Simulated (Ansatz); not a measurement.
# Band gap of K2LiScI6 (double perovskite (elpasolite)) (Fm-3m) from density functionals to GW, part 2 of 2

What gap does each level of theory give for K2LiScI6 (double perovskite (elpasolite)) (Fm-3m), and in what time?

Ansatz 0.2.0; density functionals, hybrids and G0W0, plane waves, PAW. Known limits of the many-body steps: finite bands, screening cutoff and k mesh; no spin-orbit coupling in G0W0; screening cutoff under 40 eV in some runs.

So far. Step 5 (r2SCAN on the 4×4×4 mesh): Over mesh and listed points the gap is 2.407 eV, direct, at k = Γ. r2SCAN against PBE: 2.407 − 2.070 = +0.337 eV. The runs also differ in plane-wave cutoff (420 eV and 500 eV), and the conduction bottom lies at another k point, so how much of this comes from the functional alone is not known. Step 6 (HSE06 on the 2×2×2 mesh): Over mesh and listed points the gap is 3.188 eV, direct, at k = Γ. HSE06 against PBE: 3.188 − 2.070 = +1.118 eV.

The structure was built from a prototype and need not be the compound's stable phase.

In doubt: masses and optical values from hybrid runs of this build are listed as unsure (step 9), which bears on the screening that GW takes from such a start.

## (7) PBE0 on the 2×2×2 mesh

PBE0 mixes in a quarter of exact exchange at all distances.

This step: DFT, PBE0, plane waves, PAW.

Contents of input.yaml:

```yaml
crystal:
  lattice:
    - [0.0, 5.8553772128, 5.8553772128]
    - [5.8553772128, 0.0, 5.8553772128]
    - [5.8553772128, 5.8553772128, 0.0]
  atoms:
    - { symbol: K, position: [0.25, 0.25, 0.25] }
    - { symbol: K, position: [0.75, 0.75, 0.75] }
    - { symbol: Li, position: [0.0, 0.0, 0.0] }
    - { symbol: Sc, position: [0.5, 0.5, 0.5] }
    - { symbol: I, position: [0.2533847642, 0.7466152358, 0.7466152358] }
    - { symbol: I, position: [0.2533847642, 0.7466152358, 0.2533847642] }
    - { symbol: I, position: [0.7466152358, 0.2533847642, 0.7466152358] }
    - { symbol: I, position: [0.7466152358, 0.2533847642, 0.2533847642] }
    - { symbol: I, position: [0.7466152358, 0.7466152358, 0.2533847642] }
    - { symbol: I, position: [0.2533847642, 0.2533847642, 0.7466152358] }
kpoints:
  mp_grid: { grid: [2, 2, 2] }
  band_path:
    path:
      - [0.0, 0.0, 0.0]
      - [0.5, 0.0, 0.5]
      - [0.625, 0.25, 0.625]
      - [0.375, 0.375, 0.75]
      - [0.5, 0.5, 0.5]
      - [0.5, 0.25, 0.75]
      - [0.2, 0.0, 0.2]
    npoints: 1
hamiltonian:
  xc: pbe0
scf:
  occupations: { method: fixed }
  n_extra_bands: 7
output:
  eigenvalues: true
```

Command:

```bash
> ansatz run input.yaml --threads 8 --pin off --max-ram 17510MiB --backend cpu --events-out ev --progress --plain --runs-dir out
```

Numbers of over 12 decimals in the logs are rounded to 6 here.

Log:

```text
[...]
Crystal: 10 atoms, lattice volume = 401.508 Å³
Basis set: ecut = 420 eV, 7799 PW (Γ)
Bands: 74, of which v1, the nominal top of the filled ones, is band 67 counted from 1 (66 counted from 0)
Symmetry: 48 space group operations
[...]
k-points: 3 of 8
[...]
SCF iter   1: F=—  HF=-50506.349946 eV  |F-HF|=—  |Δ(HF+E_count)|=         —  Δρ=6.91e-4  dr2=5.12e-3  ethr=1.77e-3  ⟨swp⟩=8.0  Hψ=873  notcnv=0
[...]
Free energy (F): -50532.828717 eV
Frozen-core exchange: fock
[...]
Internal energy: -50532.828717 eV  (E = F + TS)
E sigma→0 (E₀):  -50532.828717 eV
Fermi energy:    2.763969 eV
[...]
--- Band table (eV) ---
  k-point 0: bands = [... 63 lower, 2.3600, 2.7640, 2.7640, 2.7640, 6.6765, 6.6765, 6.6765, 7.6790, ... 3 higher]
  k-point 1: bands = [... 63 lower, 2.2346, 2.3388, 2.3797, 2.3797, 6.7652, 6.8926, 6.8926, 7.7089, ... 3 higher]
  k-point 2: bands = [... 63 lower, 1.6347, 2.1683, 2.1683, 2.7447, 6.6887, 7.1166, 7.1166, 7.1653, ... 3 higher]
```

Elapsed: 55 s, on 8 threads of Arm Neoverse V2, shared host; peak memory 3.1 GiB; 6.3 min of CPU time.

This step gave:

```
gap                     : 3.913 eV
valence top at          : Γ
conduction bottom at    : Γ
least direct gap        : 3.913 eV
exact-exchange fraction : 0.25
```

Over mesh and listed points the gap is 3.913 eV, direct, at k = Γ. PBE0 against HSE06: 3.913 − 3.188 = +0.725 eV, with the same mesh, files and cutoff, and both edges at the same k points.

## (8) G0W0@PBE, 2×2×2 mesh, 1198 empty bands, screening to 120 eV

G0W0 replaces the xc potential by a self-energy built once from the orbitals of the start. Levels are corrected in the window of bands that the input names, at points of the mesh.

This step: G0W0 on PBE, plane waves, PAW.

Changes to input.yaml since step 7:

```diff
@@ -18,18 +18,11 @@
   mp_grid: { grid: [2, 2, 2] }
-  band_path:
-    path:
-      - [0.0, 0.0, 0.0]
-      - [0.5, 0.0, 0.5]
-      - [0.625, 0.25, 0.625]
-      - [0.375, 0.375, 0.75]
-      - [0.5, 0.5, 0.5]
-      - [0.5, 0.25, 0.75]
-      - [0.2, 0.0, 0.2]
-    npoints: 1
 hamiltonian:
-  xc: pbe0
+  xc: pbe
 scf:
   occupations: { method: fixed }
-  n_extra_bands: 7
-output:
-  eigenvalues: true
+gw:
+  n_empty_bands: 1198
+  ecut_chi: 120.0
+  qp_bands: [v3, c3]
+  qp_kpoints: band_edges
+  screening: { model: contour_deformation }
```

Log:

```text
[...]
Crystal: 10 atoms, lattice volume = 401.508 Å³
Basis set: ecut = 420 eV, 7799 PW (Γ)
Bands: 81, of which v1, the nominal top of the filled ones, is band 67 counted from 1 (66 counted from 0)
Symmetry: 48 space group operations
[...]
k-points: 3 of 8
[...]
1    66      3.4116   -17.4211     1.7727   -14.5464  0.7565     2.2681     2.3096  root
[...]
2    67      3.7621   -17.6610     1.7906   -14.7635  0.7570     2.6157     2.6551  root
     2    68      5.8253    -9.3333    -6.4051   -16.8003  0.6902     6.9320     6.8872  root
     2    69      6.1926   -10.3142    -6.6915   -18.0752  0.6743     7.3142     7.2621  root
     2    70      6.1926   -10.3142    -6.6915   -18.0752  0.6743     7.3142     7.2621  root
[key lines of the parts left out:]
SCF converged after 7 iterations
Free energy (F): -50506.355384 eV
Fermi energy:    3.782114 eV
```

Run time: 3.7 min. Hardware: 8 threads; peak memory 8.3 GiB; 26 min of CPU time.

This step gave:

```yaml
bands_summed: 1265
rpa_eps_infinity_on_this_mesh_eigenvalues: 4.286, 4.286, 4.286
plane_waves_in_the_screening_matrix: 1243
g0w0_gap_over_the_corrected_points: 4.201 eV
k_of_the_valence_top: 0, 0, 0
k_of_the_conduction_bottom: 0, 0, 0
starting_gap_on_the_mesh: 2.042 eV
z_at_the_valence_top: 0.7571
z_at_the_conduction_bottom: 0.6915
least_direct_g0w0_gap_over_the_corrected_points: 4.201 eV
```

Over all 3 irreducible mesh points the G0W0 gap is 4.201 eV, direct, at k = Γ. The PBE gap of this run on the mesh is 2.042 eV. The two states that bound the G0W0 gap lie that far apart at the start, so the correction of the gap is 4.201 − 2.042 = +2.159 eV.

## (9) G0W0@HSE06, 2×2×2 mesh, 1198 empty bands, screening to 120 eV

This step: G0W0 on HSE06, plane waves, PAW.

Changes to input.yaml since step 8:

```diff
@@ -19,3 +19,3 @@
 hamiltonian:
-  xc: pbe
+  xc: hse06
 scf:
```

Log:

```text
[...]
Crystal: 10 atoms, lattice volume = 401.508 Å³
Basis set: ecut = 420 eV, 7799 PW (Γ)
Bands: 81, of which v1, the nominal top of the filled ones, is band 67 counted from 1 (66 counted from 0)
Symmetry: 48 space group operations
[...]
k-points: 3 of 8
[...]
SCF iter   1: F=—  HF=-50506.351477 eV  |F-HF|=—  |Δ(HF+E_count)|=         —  Δρ=7.01e-4  dr2=5.09e-3  ethr=1.77e-3  ⟨swp⟩=16.3  Hψ=1105  notcnv=1
[...]
1    65      2.7144   -17.3491     1.5630   -14.9767  0.7940     1.8940     1.9049  root
     1    66      2.7477   -17.4537     1.4550   -15.2128  0.7975     1.9520     1.9618  root
[...]
2    67      3.1146   -17.6764     1.4699   -15.4198  0.7975     2.3182     2.3278  root
     2    68      6.3326    -8.7378    -5.6249   -14.9610  0.7414     6.9386     6.9308  root
     2    69      6.7500    -9.7589    -5.9625   -16.3299  0.7253     7.3678     7.3586  root
     2    70      6.7500    -9.7589    -5.9625   -16.3299  0.7253     7.3678     7.3586  root
[key lines of the parts left out:]
Free energy (F): -50537.404828 eV
Fermi energy:    3.133897 eV
```

It took 14 min on 8 threads; peak memory 7.7 GiB; 1.7 h of CPU time.

Numbers from this step:

```yaml
bands_summed: 1265
rpa_eps_infinity_on_this_mesh_eigenvalues: 3.370, 3.370, 3.370
plane_waves_in_the_screening_matrix: 1243
g0w0_gap_over_the_corrected_points: 4.569 eV
k_of_the_valence_top: 0, 0, 0
k_of_the_conduction_bottom: 0, 0, 0
starting_gap_on_the_mesh: 3.188 eV
z_at_the_valence_top: 0.7975
z_at_the_conduction_bottom: 0.7433
least_direct_g0w0_gap_over_the_corrected_points: 4.569 eV
```

Over all 3 irreducible mesh points the G0W0 gap is 4.569 eV, direct, at k = Γ. The HSE06 gap of this run on the mesh is 3.188 eV. The two states that bound the G0W0 gap lie that far apart at the start, so the correction of the gap is 4.569 − 3.188 = +1.381 eV. G0W0@HSE06 against G0W0@PBE with 1265 bands: 4.569 − 4.201 = +0.368 eV, with the same mesh, files and cutoffs, and both edges at the same k points.

## (10) All levels together

Each gap is the least one over the points named; times are wall times on shared hosts, not benchmarks. A G0W0 time includes the run's own self-consistent start. Runs with listed points see these and the mesh alone, so an edge that moves elsewhere is missed. Rows marked * are further runs, not shown as steps, whose inputs differ from the G0W0 step on the same start in the columns given; solver thresholds can differ too. Rows marked ? have an edge level that the program doubts.

```tsv
level	mesh	files, cutoff	bands summed, screening	points	gap (eV)	valence top	conduction bottom	least direct gap (eV)	time
LDA	4×4×4	soft_2 PAW, 420 eV	-	mesh and listed points	1.955	Γ	(0.000, 0.250, 0.250)	1.957	3.3 s
PBE	4×4×4	soft_2 PAW, 420 eV	-	mesh and path	2.070	Γ	(0.200, 0.000, 0.200)	2.070	8.1 s
PBE+SOC	4×4×4	soft_2 PAW, 420 eV	-	mesh and listed points	1.875	Γ	Γ	1.875	53 s
r2SCAN	4×4×4	soft_2 PAW, 500 eV	-	mesh and listed points	2.407	Γ	Γ	2.407	7 s
HSE06	2×2×2	soft_2 PAW, 420 eV	-	mesh and listed points	3.188	Γ	Γ	3.188	55 s
PBE0	2×2×2	soft_2 PAW, 420 eV	-	mesh and listed points	3.913	Γ	Γ	3.913	55 s
G0W0@PBE*?	2×2×2	soft_2 PAW, 420 eV	263, 36 eV	all 3 irreducible mesh points	4.119	Γ	Γ	4.119	12 s
G0W0@PBE*	2×2×2	soft_2 PAW, 420 eV	624, 72 eV	all 3 irreducible mesh points	4.149	Γ	Γ	4.149	45 s
G0W0@PBE	2×2×2	soft_2 PAW, 420 eV	1265, 120 eV	all 3 irreducible mesh points	4.201	Γ	Γ	4.201	3.7 min
G0W0@HSE06	2×2×2	soft_2 PAW, 420 eV	1265, 120 eV	all 3 irreducible mesh points	4.569	Γ	Γ	4.569	14 min
```

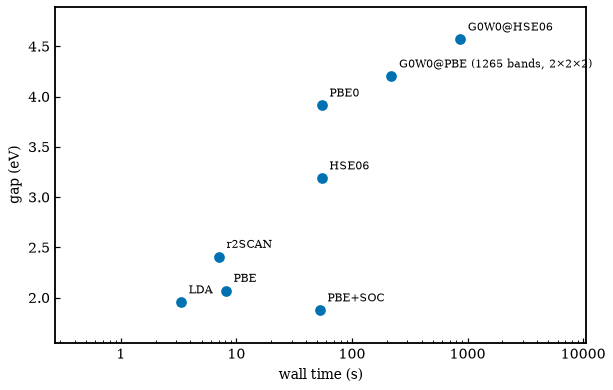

Gap against wall time for the runs shown as steps.

## (11) Results

| Quantity | Value |
| --- | --- |
| LDA, over mesh and listed points | 1.955 eV |
| PBE, over mesh and path | 2.070 eV |
| PBE+SOC, over mesh and listed points | 1.875 eV |
| r2SCAN, over mesh and listed points | 2.407 eV |
| HSE06, over mesh and listed points | 3.188 eV |
| PBE0, over mesh and listed points | 3.913 eV |
| G0W0@PBE (1265 bands, 2×2×2), over all 3 irreducible mesh points | 4.201 eV |
| G0W0@HSE06, over all 3 irreducible mesh points | 4.569 eV |
| known limits | finite bands, screening cutoff and k mesh; no spin-orbit coupling in G0W0; screening cutoff under 40 eV in some runs |

In words: The rows run from 1.875 eV (PBE+SOC) to 4.569 eV (G0W0@HSE06). They differ in mesh, plane-wave cutoff, bands and screening cutoff of G0W0 and the points over which the gap was sought as well as in level, so only pairs that share these are like for like. PBE0 against HSE06: 3.913 − 3.188 = +0.725 eV, with the same mesh, files and cutoff, and both edges at the same k points. G0W0@HSE06 against G0W0@PBE with 1265 bands: 4.569 − 4.201 = +0.368 eV, with the same mesh, files and cutoffs, and both edges at the same k points. G0W0@PBE (1265 bands, 2×2×2) moves the gap of its own start on the mesh by 4.201 − 2.042 = +2.159 eV, between the same two levels. Over mesh and path, PBE puts the conduction bottom at k = (0.200, 0.000, 0.200), which is no corrected point. The start's gap on the mesh of the G0W0 run, 2.042 eV, is no wider than the 2.070 eV found there (the runs differ in mesh (4×4×4 and 2×2×2)), so it is not shown that this mesh misses an edge. Levels at other points were not corrected, so a lower G0W0 gap elsewhere in the zone is not ruled out. G0W0@HSE06 moves the gap of its own start on the mesh by 4.569 − 3.188 = +1.381 eV, between the same two levels. Both edges that HSE06 shows over mesh and listed points lie at k points where levels were corrected. Levels at other points were not corrected, so a lower G0W0 gap elsewhere in the zone is not ruled out. What spin-orbit coupling does to the G0W0 levels was not computed, so no sum with the G0W0 gap is formed. For G0W0@PBE: from 263 bands and 36 eV to 1265 bands and 120 eV the gap moves by 4.201 − 4.119 = +0.082 eV (rung by rung 4.119, 4.149, 4.201 eV); bands and screening cutoff rise together, so their parts are not told apart. An edge row is in doubt in the run with 263 bands, so no limit is drawn and it is not known. The other G0W0 rows are shown at one basis each (1265 bands), so their distance from the limit is not known here. The G0W0 runs are scalar-relativistic. No pair of G0W0 runs that differ in the mesh alone is shown (2×2×2 is a supercell whose nearest images lie 17 Å apart), so the error from the mesh is not known here. G0W0@PBE runs of this series with other atomic data on the same mesh, not shown as steps, give 4.205 eV (hard PAW, 780 eV, 1843 bands, screening to 156 eV); where bands and cutoffs differ too, the part of the files is not isolated. A screening cutoff under 40 eV is crude: G0W0@PBE with 263 bands at 36 eV. Failed or unusable runs of this series, left out of the table: G0W0@PBE0 (2×2×2 mesh, soft_2 PAW files, 420 eV, 1198 empty bands) reached its time limit after 3.5 min.

[Paths, hosts, dates, memory and timing lines, banners, echoed tables and standing remarks are left out of the program output.]

[Logs are printed without paths, hosts, clocks, repeated set-up lines and the standing remarks that a program may print on its own settings, such as how far it seeks lower states.]

[Runs of the session that timed out or met a known fault of the program may be left out.]

[Cells called generated may have been cut or substituted from an entry of the Crystallography Open Database or the Materials Project.]

[Hosts, paths, dates, database ids (printed as entryN), source tags and the programs' standing remarks are cut or masked in the printed files.]

[Where an RPA ε∞ is given, it is that of the G0W0 mesh and is not shown converged in it. Names of k-points follow the symmetry that the program found, which can be lower than the space group named. Band edges on a path are those of the sampled points; other points can move an edge, and change direct to indirect where valleys lie close.]

[Hybrid gaps are those of their k-mesh and are not shown converged in it.]
